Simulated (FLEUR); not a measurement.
Band structure of Rh (Fm-3m, 1 atom in the cell).

```
CELL_PARAMETERS angstrom
      0.00000     1.85960     1.85960
      1.85960     0.00000     1.85960
      1.85960     1.85960     0.00000
ATOMIC_POSITIONS crystal
  Rh 0.00000 0.00000 0.00000
```

Level of theory: FLEUR with PBE, all-electron FLAPW (FLEUR), scalar-relativistic valence.

Settings: Kmax = 4.3 1/bohr; GmaxXC = 17.2 1/bohr; xcFunctional = pbe; jspins = 1; l_soc = F; mode = hist; fermiSmearingEnergy = 0.00734986 Htr; mesh (inpgen div1-3) = 12 12 12; inpgen gamma flag = true; Gmax = 17.2 1/bohr; numbands = 0; maxIterBroyd = 40; imix = Anderson; alpha = 0.05.

The starting cell comes from a database of computed structures (which also holds hypothetical and non-ambient phases and stackings), without a prior relaxation at this level. Its lattice was rescaled by a random factor within 2.5 % of one. Spin polarisation is off. Values depend on the basis (sphere radii, cutoffs, local orbitals), which need not be converged.

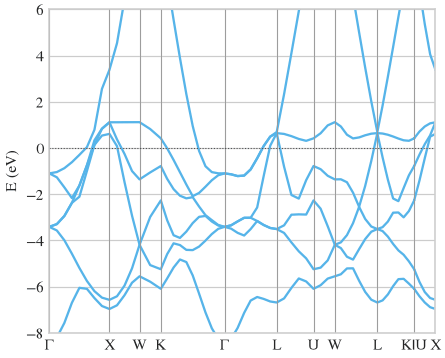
*Bands along the path, energies from the Fermi level.*

Levels in eV from the Fermi level, bands 4 to 11:
```json
[
 {"point": "Γ", "4": "-8.43", "5": "-3.41", "6": "-3.41", "7": "-3.41", "8": "-1.10", "9": "-1.10", "10": "15.73", "11": "21.44"},
 {"point": "X", "4": "-6.97", "5": "-6.57", "6": "0.61", "7": "1.11", "8": "1.11", "9": "3.39", "10": "13.41", "11": "13.68"},
 {"point": "W", "4": "-5.55", "5": "-4.19", "6": "-4.19", "7": "-1.36", "8": "1.12", "9": "10.23", "10": "10.23", "11": "11.97"},
 {"point": "K", "4": "-6.10", "5": "-5.25", "6": "-2.27", "7": "-0.78", "8": "0.42", "9": "8.43", "10": "9.05", "11": "13.00"},
 {"point": "L", "4": "-6.69", "5": "-3.51", "6": "-3.51", "7": "0.64", "8": "0.64", "9": "0.69", "10": "9.47", "11": "15.31"},
 {"point": "U", "4": "-6.10", "5": "-5.25", "6": "-2.27", "7": "-0.78", "8": "0.42", "9": "8.43", "10": "9.05", "11": "13.00"}
]
```
